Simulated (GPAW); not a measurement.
# Quasiparticle gap of Cs2AgSbBr6 (Fm-3m) in GPAW, part 2 of 2

How does a plane-wave GW calculation on Cs2AgSbBr6 (Fm-3m) run from the first input to the gap?

GPAW 26.7.0; LDA and many-body steps on it, plane waves. Known limits of the many-body steps: not at the basis limit; d shell near the gap, gap tends to lie low; no spin-orbit coupling; coarse k mesh.

So far. Step 2 (Ground state): The gap is indirect, with the least direct gap 1.17 eV higher. Step 3 (Empty states on the mesh, 2×2×2 mesh, 1249 bands): On this mesh the gap is 0.753 eV.

**4. Screening and self-energy, 2×2×2 mesh, 576 bands, screening to 78 eV**

Now the one-shot GW correction: screening in the RPA, then the self-energy of the levels asked for.

This step: G0W0 on LDA, plane waves, PAW.

run.py

```python
import json
import numpy as np
from gpaw.mpi import world
from gpaw.response.g0w0 import G0W0

gw = G0W0('full.gpw',
    filename='gw',
    kpts=[0, 1, 2],
    bands=(44, 48),
    ecut=78,
    nbands=576,
    integrate_gamma='WS',
    ppa=True)
gw.calculate()
res = {mode: {k: v for k, v in r.items() if k != 'sigma_eskwn'}
       for mode, r in gw.all_results.items()}

if world.rank == 0:
    with open('result.json', 'w') as f:
        json.dump(res, f, default=lambda x: x.tolist())
```

The run is started by

```
$ mpirun -n 8 gpaw python run.py
```

Numbers of over 12 decimals in the logs are rounded to 6 here.

Log:

```text
Using integrator: PointIntegrator
FrequencyGridDescriptor(from 0.000+0.000j to 0.000+27.211j eV, 2 points)
Nonperiodic BCs:  [False False False]
Using integrator: PointIntegrator
FrequencyGridDescriptor(from 0.000+0.000j to 0.000+27.211j eV, 2 points)
Nonperiodic BCs:  [False False False]
  ___  _ _ _
 |   || | | |
 | | || | | |
 |__ ||_____|
 |___|

BZ k-points: Symmetries present (total): 48

  [... matrices ...]
8 k-points: 2 x 2 x 2 Monkhorst-Pack grid + [1/4,1/4,1/4]
3 k-points in the irreducible part of the Brillouin zone
       k-points in crystal coordinates                weights
   0:     0.00000000    0.00000000    0.00000000          1/8
   1:     0.50000000    0.50000000    0.00000000          3/8
   2:     0.50000000    0.50000000    0.50000000          4/8

Distributing spins, k-points and bands (1 x 3 x 4) over 8 processes
Number of blocks: 1

Quasi particle states:
k-points (IBZ indices): [0, 1, 2]
Band range: (44, 48)
  [... matrices ...]
Computational parameters:
Plane wave cut-off: 78 eV
Number of bands: 576
Coulomb cutoff: None
Broadening: 0.1 eV

fxc modes: GW
Kernel: RPA
Using Godby-Needs plasmon-pole approximation:
  Fitting energy: i*E0, E0 = 1.000 Hartree
Summing all q:

Calculating screened Coulomb potential
No Coulomb truncation
FrequencyGridDescriptor(from 0.000+0.000j to 0.000+27.211j eV, 2 points)
Removing empty qpoint cache files...

Calculating chi0 body with:
    Ground state adapter containing:
    Number of spins: 1
    Number of kpoints: 8
    Number of irreducible kpoints: 3
    Number of completely occupied states: 46
    Number of partially occupied states: 46
    Occupied states memory: 44.921875 M / cpu

    Linear response parametrization:
    q_c: [0.0, 0.0, 0.0]
    Number of frequency points: 2
    Planewave cutoff: 78.0
    Number of bands: 576
    Number of planewaves: 561
    Broadening (eta): 1e-06
    comm.size: 8
    kncomm.size: 8
    blockcomm.size: 1

    Memory estimate of potentially large arrays:
        chi0_wGG: 9.604523 M / cpu
Integrating chi0 body.

Symmetries of q_c:
    Direct symmetries (Uq -> q): 48
    Indirect symmetries (TUq -> q): 0
In total 48 allowed symmetries.

  [... matrices ...]
3 groups of equivalent kpoints. 62.5% reduction.

Integral kind: response function
Integrating chi0 head and wings.

Symmetries of q_c:
    Direct symmetries (Uq -> q): 48
    Indirect symmetries (TUq -> q): 0
In total 48 allowed symmetries.

  [... matrices ...]
3 groups of equivalent kpoints. 62.5% reduction.

Integral kind: response function wings

Calculating chi0 body with:
    Ground state adapter containing:
    Number of spins: 1
    Number of kpoints: 8
    Number of irreducible kpoints: 3
    Number of completely occupied states: 46
    Number of partially occupied states: 46
    Occupied states memory: 44.921875 M / cpu

    Linear response parametrization:
[... the further q-points ...]

Results:
f:      Occupation numbers
eps:     KS-eigenvalues [eV]
vxc:     KS vxc [eV]
exx:     Exact exchange [eV]
sigma:   Self-energies [eV]
dsigma:  Self-energy derivatives
Z:       Renormalization factors
qp:      QP-energies [eV]

k-point 0 (0): (0.000, 0.000, 0.000)                GW
band       f     eps     vxc     exx   sigma  dsigma       Z      qp
                                                                   GW
  44   1.000   1.223 -22.394 -26.026   3.312  -0.303   0.767   0.978
  45   1.000   1.223 -22.394 -26.026   3.312  -0.303   0.767   0.978
  46   0.000   3.996 -13.791  -9.612  -3.150  -0.260   0.794   4.813
  47   0.000   3.996 -13.791  -9.612  -3.150  -0.260   0.794   4.813

k-point 1 (1): (0.500, 0.500, 0.000)                GW
band       f     eps     vxc     exx   sigma  dsigma       Z      qp
                                                                   GW
  44   1.000   1.217 -22.397 -26.043   3.323  -0.303   0.767   0.969
  45   1.000   2.152 -20.800 -22.980   2.143  -0.275   0.784   2.123
  46   0.000   4.431 -14.715 -10.410  -3.205  -0.289   0.776   5.284
  47   0.000   4.431 -14.715 -10.410  -3.205  -0.289   0.776   5.284

k-point 2 (2): (0.500, 0.500, 0.500)                GW
band       f     eps     vxc     exx   sigma  dsigma       Z      qp
                                                                   GW
  44   1.000   0.819 -18.233 -21.906   2.983  -0.317   0.759   0.295
  45   1.000   0.969 -16.378 -18.176   1.587  -0.278   0.782   0.804
  46   0.000   2.905 -13.887  -9.771  -3.075  -0.247   0.802   3.739
  47   0.000   5.272 -16.903 -12.596  -3.077  -0.417   0.706   6.140
```

Wall time 2.1 min (8 MPI ranks of AMD EPYC 9R45, shared host); peak memory 8.4 GiB.

Numbers from this step:

* G0W0 gap on the points computed: 1.617 eV
* least direct G0W0 gap on the computed points: 2.936 eV
* Z at the valence top: 0.7842
* Z at the conduction bottom: 0.8020
* starting gap on the mesh: 0.7528 eV
* k of the valence top: 0.5, 0.5, 0
* k of the conduction bottom: 0.5, 0.5, 0.5

The gap on the mesh goes from 0.75 eV to 1.62 eV, a correction of +0.86 eV.

Limits: finite bands, cutoff and mesh; d shell near the gap, gap tends to lie low; no spin-orbit coupling; coarse k mesh. v1 is the top filled band, c1 the lowest empty one. Levels before and after the correction, in eV, zero at the valence-band top of each column:

```tsv
	conduction bottom	valence top
Kohn-Sham	0.75	0.00
G0W0	1.62	0.00
```

```tsv
	level	energy (eV)
Kohn-Sham	(0.5 0.5 0) v2	-0.935
Kohn-Sham	(0.5 0.5 0) v1	0.000
Kohn-Sham	(0.5 0.5 0) c1-c2	2.279
Kohn-Sham	(0.5 0.5 0.5) v2	-1.333
Kohn-Sham	(0.5 0.5 0.5) v1	-1.183
Kohn-Sham	(0.5 0.5 0.5) c1	0.753
Kohn-Sham	(0.5 0.5 0.5) c2	3.120
G0W0	(0.5 0.5 0) v2	-1.154
G0W0	(0.5 0.5 0) v1	0.000
G0W0	(0.5 0.5 0) c1-c2	3.162
G0W0	(0.5 0.5 0.5) v2	-1.827
G0W0	(0.5 0.5 0.5) v1	-1.319
G0W0	(0.5 0.5 0.5) c1	1.617
G0W0	(0.5 0.5 0.5) c2	4.017
```

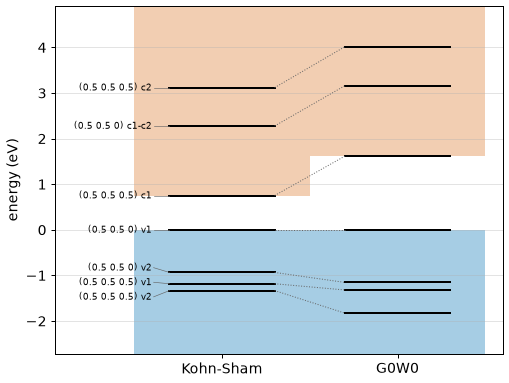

Levels before and after the correction. Shaded: valence and conduction bands.

**5. Where the time went**

Times are wall times on the hardware named with each run, good to a factor of about two.

```tsv
step	time	share	memory (GiB)
ground state	30 s	8 %	2.4
empty states on the mesh	3.4 min	57 %	13
screening and self-energy	2.1 min	35 %	8.4
```

**6. Outcome**

| Property | Result |
| --- | --- |
| LDA gap | 0.75 eV, indirect |
| G0W0 gap on the mesh | 1.62 eV |
| GW settings | 2×2×2 mesh, 576 bands, screening to 78 eV, Godby-Needs plasmon pole |
| known limits | not at the basis limit; d shell near the gap, gap tends to lie low; no spin-orbit coupling; coarse k mesh |

**Reading.** G0W0 moves the gap on the mesh from 0.75 eV to 1.62 eV (+0.86 eV), with Z of 0.78 and 0.80 at the edges. The dearest step here is «empty states on the mesh». Against experiment, by G0W0@LDA: the gap of 1.62 eV lies −0.56 eV from the measured 2.18 eV (indirect, 2020). The calculation has static nuclei and no excitons; a measured gap holds zero-point and thermal motion, which mostly lowers it. Bands and cutoff are finite, so the gap is not at the basis limit. The miss can reach some tenths of an eV and take either sign; the mesh is an error of its own. These stock PAW sets were not made for GW; the filled d or f shell of Br lies in the frozen core, which bears on start and correction. The 2×2×2 mesh is coarse for this cell, which bears on the long-range parts of exchange and screening. A d shell, filled or nearly so, lies near the gap. One-shot GW converges very slowly in bands there, not always from below, and on a semilocal start the gap tends to come out low; starts rich in exact exchange can overshoot instead. The many-body steps are scalar-relativistic: spin-orbit coupling is not in them.

[Paths, hosts, dates, memory and timing lines, banners, echoed tables and standing remarks are left out of the program output.]

[Logs are printed without paths, hosts, clocks, repeated set-up lines and the standing remarks that a program may print on its own settings, such as how far it seeks lower states.]

[Runs of the session that timed out or met a known fault of the program may be left out.]

[Hosts, paths, dates, database ids (printed as entryN), source tags and the programs' standing remarks are cut or masked in the printed files.]
